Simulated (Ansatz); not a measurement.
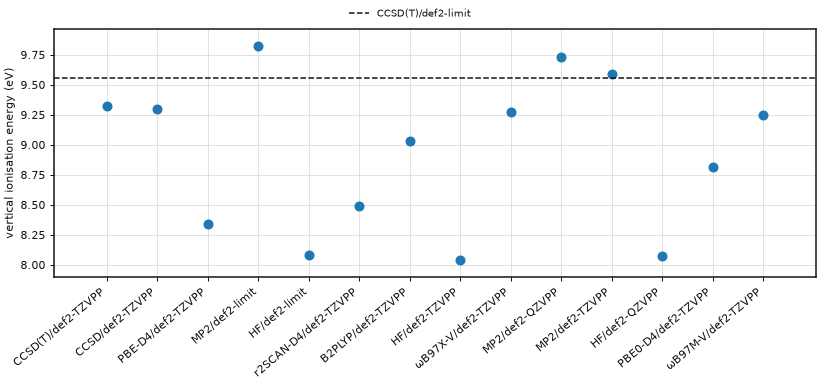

Vertical ionisation energy of AlN₃H₆, SMILES [NH2][Al]([NH2])[NH2], singlet, taken as the energy of the cation less that of the neutral at fixed geometry (unrestricted doublet cation, cores frozen in correlated methods, no spin-orbit coupling), the Ansatz code, at a PBE0-D4/def2-TZVP geometry (a minimum by its frequencies). Limit means an estimate of the basis limit from triple and quadruple zeta; for coupled cluster it is either extrapolated directly or built as the MP2 limit plus the step from MP2 in triple zeta. B2PLYP/def2-TZVPP holds a correlation term that converges slowly with the basis, so part of the distance to the limit is basis error. The distance of CCSD(T)/def2-TZVPP, CCSD/def2-TZVPP, MP2/def2-QZVPP and MP2/def2-TZVPP to the limit includes basis error.

What range do the values span, the line included?

Answer. From 8.04 eV (HF/def2-TZVPP) to 9.82 eV (MP2/def2-limit).

Give the values.

Answer.
```
               level    eV  less CCSD(T)/def2-limit
  CCSD(T)/def2-TZVPP  9.33                    −0.23
     CCSD/def2-TZVPP  9.30                    −0.26
   PBE-D4/def2-TZVPP  8.34                    −1.22
      MP2/def2-limit  9.82                     0.26
       HF/def2-limit  8.08                    −1.48
r2SCAN-D4/def2-TZVPP  8.49                    −1.06
   B2PLYP/def2-TZVPP  9.03                    −0.52
       HF/def2-TZVPP  8.04                    −1.52
  ωB97X-V/def2-TZVPP  9.27                    −0.28
      MP2/def2-QZVPP  9.73                     0.18
      MP2/def2-TZVPP  9.59                     0.04
       HF/def2-QZVPP  8.07                    −1.48
  PBE0-D4/def2-TZVPP  8.81                    −0.74
  ωB97M-V/def2-TZVPP  9.25                    −0.31
  CCSD(T)/def2-limit  9.55                     0.00
```
